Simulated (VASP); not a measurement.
Band structure of CsPbCl3 (cubic perovskite). Calculation: vdW-DF-cx, VASP's PBE PAW potentials (set 64) (plane waves; VASP).

Unless said otherwise, spin-orbit coupling is left out, though it shifts the bands of the heavy elements here.

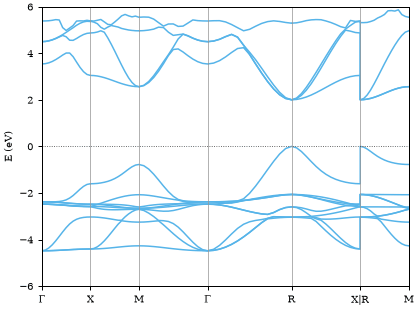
*Bands along high-symmetry lines, zero at the valence-band maximum or, without a gap, the Fermi level*

Q: Read the plot: is there a gap, and where are the band edges?

A: The gap is direct, 2.00 eV, from the valence maximum at R to the conduction minimum at R. (Edges off the drawn lines would not show.)

The compound is CsPbCl3 in the cubic perovskite structure, the ideal cubic form; the compound distorts at low or room temperature. It was relaxed first.
